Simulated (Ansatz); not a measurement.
# ClF4Ti with multiplicity 2: two geometries relaxed

Aim: relax the geometries before and after the reaction (atom abstraction by a radical), and see whether they are two minima and how far apart in energy. Meant to form: F2–Cl6; to break: Ti1–F2. The start is a guess near the saddle point, from which both ends are pulled out.

Method: UKS BHLYP/def2-SVP, in Ansatz 0.2.0.

## 1. Starting point

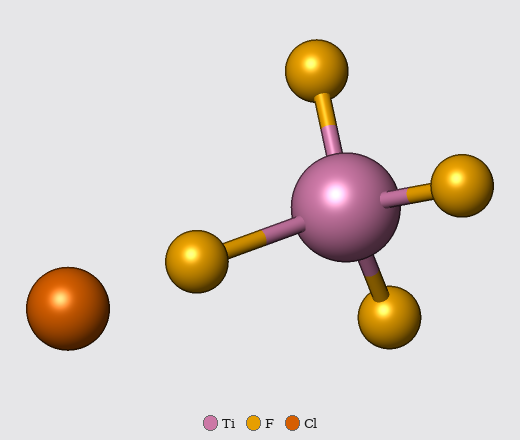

Start, viewed from a chosen angle; titanium pink, fluorine amber, chlorine orange.

As a file:

```xyz
6

Ti    0.0000    0.0000    0.0000
F     0.0000    0.0000    2.0800
F     1.7257    0.0000   -0.6094
F    -0.8619    1.4933   -0.6094
F    -0.8619   -1.4933   -0.6094
Cl    0.0000    0.0000    3.8800
```

## 2. Pulling towards end A

Springs on the bonds that form and break draw the guess towards this end; the thresholds are loose.

input.yaml

```yaml
crystal:
  periodic: [false, false, false]
  atoms:
    - { symbol: Ti, position_ang: [0.0, 0.0, 0.0] }
    - { symbol: F, position_ang: [0.0, 0.0, 2.08] }
    - { symbol: F, position_ang: [1.7257, 0.0, -0.6094] }
    - { symbol: F, position_ang: [-0.8619, 1.4933, -0.6094] }
    - { symbol: F, position_ang: [-0.8619, -1.4933, -0.6094] }
    - { symbol: Cl, position_ang: [0.0, 0.0, 3.88] }
magnetization:
  spin_polarized: true
  initial_magnetization: 1
basis:
  gaussian: { orbitals: def2-SVP }
hamiltonian:
  xc: { name: BHLYP }
relax:
  f_tol: 0.15
  max_steps: 25
  restrain:
    - { distance: [1, 5], at: 2.7, k: 30.0 }
    - { distance: [0, 1], at: 1.83, k: 30.0 }
```

Command:

```bash
$ ansatz run input.yaml --threads 4 --pin off --max-ram 5120MiB --backend cpu --events-out ev --progress --plain --runs-dir out
```

The program printed (excerpt; [...] marks lines left out):

```text
Warning: RAYON_NUM_THREADS=4 ignored (pool sized by the plan → 4); use --threads N
[...]
Functional definition: BHLYP
[...]
1123 factors; integrals over basis functions are off by at most 3.2e-4 eV
[...]
mean field -46487.71867830 eV, -1708.3921509202 hartree, gradient 2.4e-5 eV, S^2 0.779974; 6 other end points of the search recorded, 0 dependent functions left out
[...]
reference -46487.71891381 eV, -1708.3921595750 hartree; 38, 37 occupied and 67, 68 virtual orbitals, 1123 factors
relax step   1: F+E_penalty+E_count = -46487.71867830 eV  Δ(F+E_penalty+E_count) = +0.000e0 eV  max|allowed force component| = 3.965e0 eV/Å  E_restraint = 13.08750000 eV  max|allowed force component, restraints' pulls added| = 3.847e1 eV/Å  Δτ_max = 0.0000 Å  (149 SCF iters, accepted)
[...]
relax step   4: F+E_penalty+E_count = -46490.63302487 eV  Δ(F+E_penalty+E_count) = -2.072e-2 eV  max|allowed force component| = 1.628e0 eV/Å  E_restraint = 0.04280173 eV  max|allowed force component, restraints' pulls added| = 3.610e-1 eV/Å  Δτ_max = 0.1943 Å  (68 SCF iters, accepted)
[...]
relax step   5: F+E_penalty+E_count = -46490.63566446 eV  Δ(F+E_penalty+E_count) = -2.640e-3 eV  max|allowed force component| = 1.643e0 eV/Å  E_restraint = 0.04058655 eV  max|allowed force component, restraints' pulls added| = 8.285e-2 eV/Å  Δτ_max = 0.0165 Å  (69 SCF iters, accepted)
  distance F 1 - Cl 5 = 2.7016 Å
  distance Ti 0 - F 1 = 1.7780 Å
1124 factors; integrals over basis functions are off by at most 9.7e-4 eV
[...]
mean field -46490.63566446 eV, -1708.4993481843 hartree, gradient 8.7e-6 eV, S^2 0.752666; 5 other end points of the search recorded, 0 dependent functions left out
[...]
reference -46490.63590625 eV, -1708.4993570700 hartree; 38, 37 occupied and 67, 68 virtual orbitals, 1124 factors
Total energy: -46490.63590625 eV, -1708.4993570700 hartree
Atom 0 at     0.000446    -0.000000    -0.070846 Å, force    -0.000477     0.000000     1.642577 eV/Å
Atom 1 at     0.000228    -0.000000     1.707163 Å, force     0.000341     0.000000    -1.579431 eV/Å
Atom 2 at     1.617487     0.000000    -0.637658 Å, force     0.001258     0.000000    -0.037534 eV/Å
Atom 3 at    -0.808079     1.400315    -0.637833 Å, force    -0.000548     0.001254    -0.037582 eV/Å
Atom 4 at    -0.808079    -1.400315    -0.637833 Å, force    -0.000548    -0.001254    -0.037582 eV/Å
Atom 5 at    -0.000102     0.000000     4.408807 Å, force    -0.000027     0.000000     0.049551 eV/Å
Dipole moment:     0.000098    -0.000000    -0.166337 e Å
```

Wall time 24 s (4 threads of Arm Neoverse V2, shared host); peak memory 0.42 GiB.

Relaxation path:

| step | energy from step 1 (eV) | largest force component (eV/Å) |
| --- | --- | --- |
| 1 | 0.0000 | 3.9652 |
| 2 | -1.9577 | 5.3078 |
| 3 | -2.8936 | 1.3299 |
| 4 | -2.9143 | 1.6283 |
| 5 | -2.9170 | 1.6426 |

Step 1 is the start. Energies and forces in the table leave out the springs, which the log lists apart; the run stops on the force with the springs' pull added.

After: Bond lengths: Ti1–F2 1.778 Å, Ti1–F3 1.714 Å, Ti1–F4 1.713 Å, Ti1–F5 1.713 Å. Angles: F2–Ti1–F3 109.3°, F2–Ti1–F4 109.3°, F2–Ti1–F5 109.3°, F3–Ti1–F4 109.6°, F3–Ti1–F5 109.6°, F4–Ti1–F5 109.6°.

Pairs that crossed the distance rule for bonds on the way: moved apart F2–Cl6.

## 3. End point A

It starts where the restrained run ended.

input.yaml

```yaml
crystal:
  periodic: [false, false, false]
  atoms:
    - { symbol: Ti, position_ang: [0.000446, 0.0, -0.070846] }
    - { symbol: F, position_ang: [0.000228, 0.0, 1.707163] }
    - { symbol: F, position_ang: [1.617487, 0.0, -0.637658] }
    - { symbol: F, position_ang: [-0.808079, 1.400315, -0.637833] }
    - { symbol: F, position_ang: [-0.808079, -1.400315, -0.637833] }
    - { symbol: Cl, position_ang: [-0.000102, 0.0, 4.408807] }
magnetization:
  spin_polarized: true
  initial_magnetization: 1
basis:
  gaussian: { orbitals: def2-SVP }
hamiltonian:
  xc: { name: BHLYP }
relax:
  f_tol: 0.03
  max_steps: 50
output:
  orbitals: {}
```

Command:

```bash
$ ansatz run input.yaml --threads 4 --pin off --max-ram 5120MiB --backend cpu --events-out ev --progress --plain --runs-dir out
```

The program printed (excerpt; [...] marks lines left out):

```text
Warning: RAYON_NUM_THREADS=4 ignored (pool sized by the plan → 4); use --threads N
[...]
[... 1 set-up line as earlier in the session ...]
[...]
1121 factors; integrals over basis functions are off by at most 1.8e-4 eV
[...]
mean field -46490.63566816 eV, -1708.4993483202 hartree, gradient 4.5e-6 eV, S^2 0.752666; 2 other end points of the search recorded, 0 dependent functions left out
[...]
reference -46490.63590995 eV, -1708.4993572059 hartree; 38, 37 occupied and 67, 68 virtual orbitals, 1121 factors
relax step   1: F+E_penalty+E_count = -46490.63566816 eV  Δ(F+E_penalty+E_count) = +0.000e0 eV  max|allowed force component| = 1.643e0 eV/Å  Δτ_max = 0.0000 Å  (90 SCF iters, accepted)
[...]
relax step   6: F+E_penalty+E_count = -46490.68162314 eV  Δ(F+E_penalty+E_count) = +8.336e-6 eV  max|allowed force component| = 8.934e-3 eV/Å  Δτ_max = 0.0241 Å  (75 SCF iters, rejected (line search))
[...]
1121 factors; integrals over basis functions are off by at most 2.5e-4 eV
[...]
mean field -46490.68163147 eV, -1708.5010374409 hartree, gradient 5.0e-6 eV, S^2 0.752645; 3 other end points of the search recorded, 0 dependent functions left out
[...]
reference -46490.68187388 eV, -1708.5010463492 hartree; 38, 37 occupied and 67, 68 virtual orbitals, 1121 factors
Total energy: -46490.68187388 eV, -1708.5010463492 hartree
Atom 0 at     0.000449     0.000000    -0.068715 Å, force    -0.000011     0.000000    -0.007630 eV/Å
Atom 1 at     0.000477     0.000000     1.655837 Å, force     0.000029     0.000000     0.001063 eV/Å
Atom 2 at     1.619137    -0.000000    -0.641770 Å, force    -0.002778    -0.000000     0.000920 eV/Å
Atom 3 at    -0.808933     1.401823    -0.641713 Å, force     0.001389    -0.002409     0.000939 eV/Å
Atom 4 at    -0.808933    -1.401823    -0.641713 Å, force     0.001389     0.002409     0.000939 eV/Å
Atom 5 at    -0.000295    -0.000000     4.469874 Å, force    -0.000018    -0.000000     0.003769 eV/Å
Dipole moment:     0.000029     0.000000    -0.066840 e Å
```

Wall time 30 s (4 threads of Arm Neoverse V2, shared host); peak memory 0.45 GiB.

Relaxation path:

| step | energy from step 1 (eV) | largest force component (eV/Å) |
| --- | --- | --- |
| 1 | 0.0000 | 1.6426 |
| 2 | -0.0367 | 0.7091 |
| 3 | -0.0449 | 0.1262 |
| 4 | -0.0458 | 0.0305 |
| 5 | -0.0460 | 0.0076 |
| 6x | -0.0460 | 0.0089 |
| 7 | -0.0460 | 0.0076 |

Step 1 is the start. 1 step was tried and not accepted (6; marked x where the table lists them).

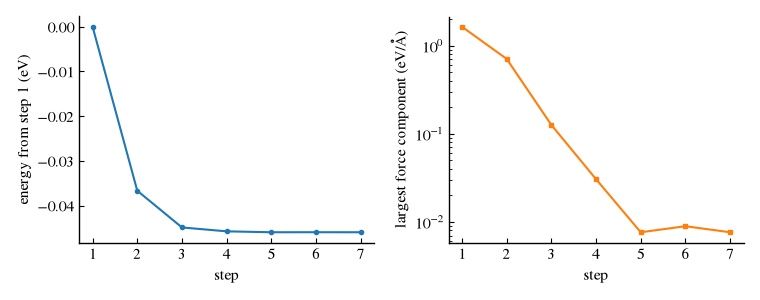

How energy and force went from step to step.

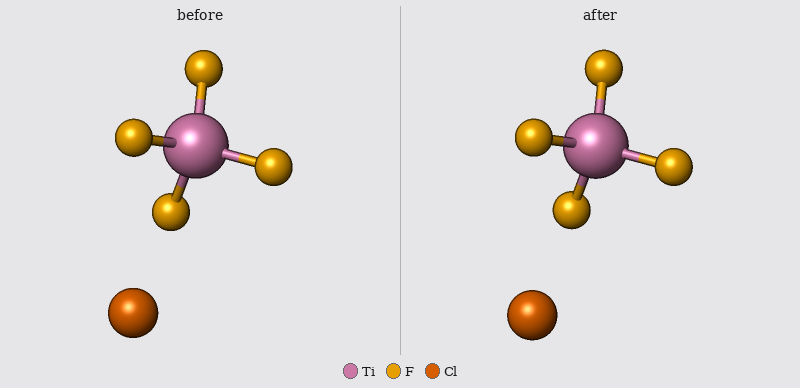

The structure before (left) and after (right), drawn at the same scale.

After: Bond lengths: Ti1–F2 1.725 Å, Ti1–F3 1.717 Å, Ti1–F4 1.717 Å, Ti1–F5 1.717 Å. Angles: F2–Ti1–F3 109.5°, F2–Ti1–F4 109.5°, F2–Ti1–F5 109.5°, F3–Ti1–F4 109.4°, F3–Ti1–F5 109.4°, F4–Ti1–F5 109.4°.

## 4. A restrained relaxation towards end B

Springs on the bonds that form and break draw the guess towards this end; the thresholds are loose.

input.yaml

```yaml
crystal:
  periodic: [false, false, false]
  atoms:
    - { symbol: Ti, position_ang: [0.0, 0.0, 0.0] }
    - { symbol: F, position_ang: [0.0, 0.0, 2.08] }
    - { symbol: F, position_ang: [1.7257, 0.0, -0.6094] }
    - { symbol: F, position_ang: [-0.8619, 1.4933, -0.6094] }
    - { symbol: F, position_ang: [-0.8619, -1.4933, -0.6094] }
    - { symbol: Cl, position_ang: [0.0, 0.0, 3.88] }
magnetization:
  spin_polarized: true
  initial_magnetization: 1
basis:
  gaussian: { orbitals: def2-SVP }
hamiltonian:
  xc: { name: BHLYP }
relax:
  f_tol: 0.15
  max_steps: 25
  restrain:
    - { distance: [1, 5], at: 1.5, k: 30.0 }
    - { distance: [0, 1], at: 3.03, k: 30.0 }
output:
  orbitals: {}
```

Command:

```bash
$ ansatz run input.yaml --threads 4 --pin off --max-ram 5120MiB --backend cpu --events-out ev --progress --plain --runs-dir out
```

The program printed:

```text
Warning: RAYON_NUM_THREADS=4 ignored (pool sized by the plan → 4); use --threads N
The last accepted step is kept in <dir> (removed where the run ends without a failure and the disk answers)
Engine: ansatz 0.2.0, aarch64-unknown-linux-gnu
[... 1 set-up line as earlier in the session ...]
  parameter a = 0.5
  exchange = (1 - a)*b88_x + a*exact_x
  correlation = lyp_c
1123 factors; integrals over basis functions are off by at most 3.2e-4 eV
mean field evaluation 1: about -46474.6499 eV, gradient 5.2e1 eV
mean field evaluation 2: about -46000.6900 eV, gradient 3.1e2 eV
mean field evaluation 4: about -46484.4951 eV, gradient 2.5e1 eV
mean field evaluation 8: about -46487.6080 eV, gradient 7.1e-1 eV
mean field evaluation 16: about -46487.7187 eV, gradient 5.6e-3 eV
mean field evaluation 32: about -46487.6617 eV, gradient 2.9e0 eV
mean field -46487.71867830 eV, -1708.3921509202 hartree, gradient 2.4e-5 eV, S^2 0.779974; 6 other end points of the search recorded, 0 dependent functions left out
the calculation of the forces begins
reference -46487.71891381 eV, -1708.3921595750 hartree; 38, 37 occupied and 67, 68 virtual orbitals, 1123 factors
relax step   1: F+E_penalty+E_count = -46487.71867830 eV  Δ(F+E_penalty+E_count) = +0.000e0 eV  max|allowed force component| = 3.965e0 eV/Å  E_restraint = 14.88750000 eV  max|allowed force component, restraints' pulls added| = 3.353e1 eV/Å  Δτ_max = 0.0000 Å  (149 SCF iters, accepted)
  distance F 1 - Cl 5 = 1.8000 Å
  distance Ti 0 - F 1 = 2.0800 Å
these checks for a lower state are left out or cut short: starts, cluster_reference, orbital_swaps, neighbouring_geometries, increment
1123 factors; integrals over basis functions are off by at most 4.4e-4 eV
mean field -46487.77736366 eV, -1708.3943075673 hartree, gradient 8.6e-6 eV, S^2 0.755643; 0 other end points of the search recorded, 0 dependent functions left out
the calculation of the forces begins
reference -46487.77759905 eV, -1708.3943162178 hartree; 38, 37 occupied and 67, 68 virtual orbitals, 1123 factors
relax step   2: F+E_penalty+E_count = -46487.77736366 eV  Δ(F+E_penalty+E_count) = -5.869e-2 eV  max|allowed force component| = 5.744e-1 eV/Å  E_restraint = 5.81966013 eV  max|allowed force component, restraints' pulls added| = 2.305e1 eV/Å  Δτ_max = 0.1949 Å  (82 SCF iters, accepted)
  distance F 1 - Cl 5 = 1.6795 Å
  distance Ti 0 - F 1 = 2.4335 Å
these checks for a lower state are left out or cut short: starts, cluster_reference, orbital_swaps, neighbouring_geometries, increment
1125 factors; integrals over basis functions are off by at most 5.3e-4 eV
mean field evaluation 64: about -46487.0768 eV, gradient 1.0e0 eV
mean field -46487.21197603 eV, -1708.3735299551 hartree, gradient 2.2e-5 eV, S^2 0.751975; 0 other end points of the search recorded, 0 dependent functions left out
the calculation of the forces begins
reference -46487.21221106 eV, -1708.3735385924 hartree; 38, 37 occupied and 67, 68 virtual orbitals, 1125 factors
relax step   3: F+E_penalty+E_count = -46487.21197603 eV  Δ(F+E_penalty+E_count) = +5.654e-1 eV  max|allowed force component| = 8.052e0 eV/Å  E_restraint = 0.76908653 eV  max|allowed force component, restraints' pulls added| = 8.610e0 eV/Å  Δτ_max = 0.1949 Å  (71 SCF iters, accepted)
  distance F 1 - Cl 5 = 1.4784 Å
  distance Ti 0 - F 1 = 2.8046 Å
these checks for a lower state are left out or cut short: starts, cluster_reference, orbital_swaps, neighbouring_geometries, increment
1123 factors; integrals over basis functions are off by at most 7.5e-4 eV
mean field -46487.66170363 eV, -1708.3900571396 hartree, gradient 2.2e-5 eV, S^2 0.752106; 0 other end points of the search recorded, 0 dependent functions left out
the calculation of the forces begins
reference -46487.66193922 eV, -1708.3900657972 hartree; 38, 37 occupied and 67, 68 virtual orbitals, 1123 factors
relax step   4: F+E_penalty+E_count = -46487.66170363 eV  Δ(F+E_penalty+E_count) = -4.497e-1 eV  max|allowed force component| = 2.382e0 eV/Å  E_restraint = 0.08972401 eV  max|allowed force component, restraints' pulls added| = 6.875e-1 eV/Å  Δτ_max = 0.1944 Å  (79 SCF iters, accepted)
  distance F 1 - Cl 5 = 1.5773 Å
  distance Ti 0 - F 1 = 3.0278 Å
these checks for a lower state are left out or cut short: starts, cluster_reference, orbital_swaps, neighbouring_geometries, increment
1123 factors; integrals over basis functions are off by at most 7.4e-4 eV
mean field -46487.57459312 eV, -1708.3868558873 hartree, gradient 1.1e-5 eV, S^2 0.752100; 0 other end points of the search recorded, 0 dependent functions left out
the calculation of the forces begins
reference -46487.57483231 eV, -1708.3868646775 hartree; 38, 37 occupied and 67, 68 virtual orbitals, 1123 factors
relax step   5: F+E_penalty+E_count = -46487.57459312 eV  Δ(F+E_penalty+E_count) = +8.711e-2 eV  max|allowed force component| = 2.344e0 eV/Å  E_restraint = 0.09773667 eV  max|allowed force component, restraints' pulls added| = 9.732e-1 eV/Å  Δτ_max = 0.1611 Å  (79 SCF iters, rejected (line search))
  distance F 1 - Cl 5 = 1.5807 Å
  distance Ti 0 - F 1 = 3.0291 Å
these checks for a lower state are left out or cut short: starts, cluster_reference, orbital_swaps, neighbouring_geometries, increment
1123 factors; integrals over basis functions are off by at most 7.6e-4 eV
mean field evaluation 96: about -46487.6817 eV, gradient 4.3e-1 eV
mean field -46487.68237660 eV, -1708.3908168570 hartree, gradient 2.4e-5 eV, S^2 0.752054; 0 other end points of the search recorded, 0 dependent functions left out
the calculation of the forces begins
reference -46487.68261355 eV, -1708.3908255648 hartree; 38, 37 occupied and 67, 68 virtual orbitals, 1123 factors
relax step   6: F+E_penalty+E_count = -46487.68237660 eV  Δ(F+E_penalty+E_count) = -2.067e-2 eV  max|allowed force component| = 2.456e0 eV/Å  E_restraint = 0.08637302 eV  max|allowed force component, restraints' pulls added| = 4.002e-2 eV/Å  Δτ_max = 0.0273 Å  (66 SCF iters, accepted)
  distance F 1 - Cl 5 = 1.5757 Å
  distance Ti 0 - F 1 = 3.0252 Å
1123 factors; integrals over basis functions are off by at most 7.6e-4 eV
mean field evaluation 128: about -46487.6824 eV, gradient 3.4e-5 eV
mean field -46487.68237660 eV, -1708.3908168570 hartree, gradient 2.4e-5 eV, S^2 0.752054; 5 other end points of the search recorded, 0 dependent functions left out
the calculation of the forces begins
reference -46487.68261355 eV, -1708.3908255648 hartree; 38, 37 occupied and 67, 68 virtual orbitals, 1123 factors
Total energy: -46487.68261355 eV, -1708.3908255648 hartree
Atom 0 at     0.000665    -0.000000    -0.548303 Å, force    -0.001282     0.000000     0.181274 eV/Å
Atom 1 at    -0.001090     0.000000     2.476900 Å, force    -0.002318     0.000000    -2.455844 eV/Å
Atom 2 at     1.759890    -0.000000    -0.616581 Å, force     0.021216    -0.000000    -0.005952 eV/Å
Atom 3 at    -0.879059     1.523498    -0.616422 Å, force    -0.010036     0.017873    -0.006040 eV/Å
Atom 4 at    -0.879059    -1.523498    -0.616422 Å, force    -0.010036    -0.017873    -0.006040 eV/Å
Atom 5 at     0.000553    -0.000000     4.052630 Å, force     0.002456    -0.000000     2.292602 eV/Å
Dipole moment:     0.000380    -0.000000     0.451371 e Å
```

It took 27 s on 4 threads of Arm Neoverse V2, shared host; peak memory 0.42 GiB.

Relaxation path:

| step | energy from step 1 (eV) | largest force component (eV/Å) |
| --- | --- | --- |
| 1 | 0.0000 | 3.9652 |
| 2 | -0.0587 | 0.5744 |
| 3 | 0.5067 | 8.0525 |
| 4 | 0.0570 | 2.3821 |
| 5x | 0.1441 | 2.3441 |
| 6 | 0.0363 | 2.4558 |

Step 1 is the start. 1 step was tried and not accepted (5; marked x where the table lists them). Energies and forces in the table leave out the springs, which the log lists apart; the run stops on the force with the springs' pull added.

After: Bond lengths: Ti1–F3 1.761 Å, Ti1–F4 1.761 Å, Ti1–F5 1.761 Å, F2–Cl6 1.576 Å. Angles: F3–Ti1–F4 119.9°, F3–Ti1–F5 119.9°, F4–Ti1–F5 119.8°.

Pairs that crossed the distance rule for bonds on the way: moved apart Ti1–F2.

## 5. End point B

It starts where the restrained run ended.

input.yaml

```yaml
crystal:
  periodic: [false, false, false]
  atoms:
    - { symbol: Ti, position_ang: [0.000665, 0.0, -0.548303] }
    - { symbol: F, position_ang: [-0.00109, 0.0, 2.4769] }
    - { symbol: F, position_ang: [1.75989, 0.0, -0.616581] }
    - { symbol: F, position_ang: [-0.879059, 1.523498, -0.616422] }
    - { symbol: F, position_ang: [-0.879059, -1.523498, -0.616422] }
    - { symbol: Cl, position_ang: [0.000553, 0.0, 4.05263] }
magnetization:
  spin_polarized: true
  initial_magnetization: 1
basis:
  gaussian: { orbitals: def2-SVP }
hamiltonian:
  xc: { name: BHLYP }
relax:
  f_tol: 0.03
  max_steps: 50
```

Command:

```bash
$ ansatz run input.yaml --threads 4 --pin off --max-ram 5120MiB --backend cpu --events-out ev --progress --plain --runs-dir out
```

The program printed (excerpt; [...] marks lines left out):

```text
Warning: RAYON_NUM_THREADS=4 ignored (pool sized by the plan → 4); use --threads N
[...]
[... 1 set-up line as earlier in the session ...]
[...]
1122 factors; integrals over basis functions are off by at most 3.0e-4 eV
[...]
mean field -46487.68238210 eV, -1708.3908170592 hartree, gradient 5.9e-6 eV, S^2 0.752054; 4 other end points of the search recorded, 0 dependent functions left out
[...]
reference -46487.68261905 eV, -1708.3908257670 hartree; 38, 37 occupied and 67, 68 virtual orbitals, 1122 factors
relax step   1: F+E_penalty+E_count = -46487.68238210 eV  Δ(F+E_penalty+E_count) = +0.000e0 eV  max|allowed force component| = 2.456e0 eV/Å  Δτ_max = 0.0000 Å  (117 SCF iters, accepted)
[...]
relax step   4: F+E_penalty+E_count = -46487.85006347 eV  Δ(F+E_penalty+E_count) = -1.378e-2 eV  max|allowed force component| = 2.411e-1 eV/Å  Δτ_max = 0.0815 Å  (78 SCF iters, accepted)
[...]
1123 factors; integrals over basis functions are off by at most 1.0e-3 eV
[...]
mean field -46490.68165583 eV, -1708.5010383361 hartree, gradient 4.3e-6 eV, S^2 0.752644; 5 other end points of the search recorded, 0 dependent functions left out
[...]
reference -46490.68189832 eV, -1708.5010472472 hartree; 38, 37 occupied and 67, 68 virtual orbitals, 1123 factors
Total energy: -46490.68189832 eV, -1708.5010472472 hartree
Atom 0 at     0.011345     0.000000    -0.069903 Å, force    -0.000508     0.000000     0.005514 eV/Å
Atom 1 at     0.060272     0.000000     1.653864 Å, force     0.000399     0.000000     0.004748 eV/Å
Atom 2 at     1.613632    -0.000000    -0.686998 Å, force     0.002450     0.000000    -0.004128 eV/Å
Atom 3 at    -0.813917     1.401988    -0.618953 Å, force    -0.001038     0.002202    -0.003348 eV/Å
Atom 4 at    -0.813917    -1.401988    -0.618953 Å, force    -0.001038    -0.002202    -0.003348 eV/Å
Atom 5 at    -0.055515     0.000000     4.472745 Å, force    -0.000266    -0.000000     0.000562 eV/Å
Dipole moment:     0.000518    -0.000000    -0.067207 e Å
```

Run time: 60 s. Hardware: 4 threads of Arm Neoverse V2, shared host; peak memory 0.43 GiB.

Relaxation path:

| step | energy from step 1 (eV) | largest force component (eV/Å) |
| --- | --- | --- |
| 1 | 0.0000 | 2.4558 |
| 2 | -0.0699 | 1.6843 |
| 3 | -0.1539 | 0.6065 |
| 4 | -0.1677 | 0.2411 |
| 5 | -0.1729 | 0.1936 |
| 6 | -0.1804 | 0.3839 |
| 7 | -0.2097 | 1.0679 |
| 8 | -0.4790 | 4.5862 |
| 9 | -2.3475 | 2.9363 |
| 10 | -2.7877 | 1.1187 |
| 11 | -2.9465 | 0.5478 |
| 12 | -2.9949 | 0.0990 |
| 13 | -2.9991 | 0.0975 |
| 14 | -2.9993 | 0.0055 |

Step 1 is the start.

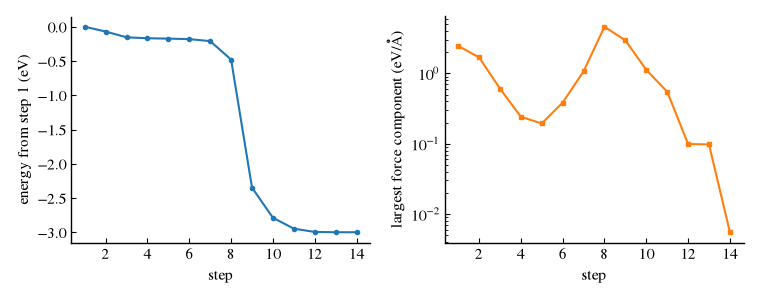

How energy and force went from step to step.

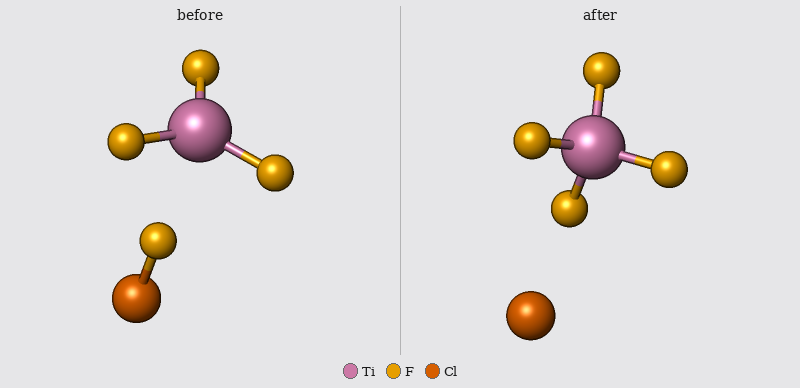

Before and after, at one scale.

After: Bond lengths: Ti1–F2 1.724 Å, Ti1–F3 1.717 Å, Ti1–F4 1.717 Å, Ti1–F5 1.717 Å. Angles: F2–Ti1–F3 109.4°, F2–Ti1–F4 109.5°, F2–Ti1–F5 109.5°, F3–Ti1–F4 109.5°, F3–Ti1–F5 109.5°, F4–Ti1–F5 109.5°.

Pairs that crossed the distance rule for bonds on the way: came closer Ti1–F2; moved apart F2–Cl6.

## 6. Results

```
                           quantity                     value
                              end A   5 moves, 0.046 eV lower
                              end B  13 moves, 2.999 eV lower
largest difference between the ends                    0.06 Å
            end B relative to end A                 -0.000 eV
```

In words: The two relaxations end at one structure, within 0.06 Å: no second minimum was found from this start, which doesn't rule one out.
